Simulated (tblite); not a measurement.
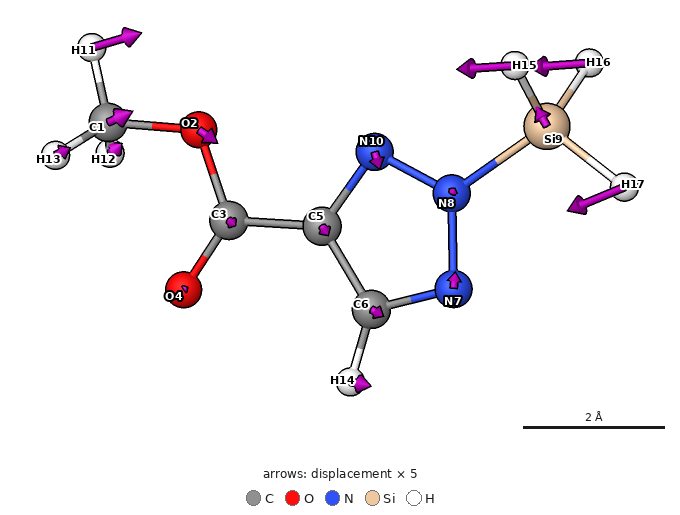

This is a relaxation of C4H7N3O2Si. The starting structure is drawn; purple arrows show the displacements, magnified 5 times. The two geometries are superimposed by the best rigid fit.

Style: ball-and-stick. Shown from a free direction.

These are results of GFN2-xTB geometry optimisation, gas phase in tblite 0.8.0, not measurements. 

Which element moves most?

Answer. Hydrogen: up to 0.20 Å, against 0.09 Å for carbon.

Describe the change and its energy.

Answer. H17 moves most after the best rigid fit: 0.20 Å. By element the largest moves are H 0.20 Å, C 0.09 Å, O 0.07 Å, Si 0.07 Å, N 0.06 Å. Among the contacts that change: Si9–H15 1.504 → 1.460 Å, Si9–H17 1.492 → 1.456 Å, N7–N8 1.361 → 1.326 Å, N8–N10 1.346 → 1.312 Å. Among the angles between lasting bonds that change: N8–Si9–H17 112.4° → 102.9°, H15–Si9–H17 107.0° → 114.5°, N8–Si9–H15 111.3° → 105.9°. The energy falls by 7.66 kcal/mol in 51 geometry steps.
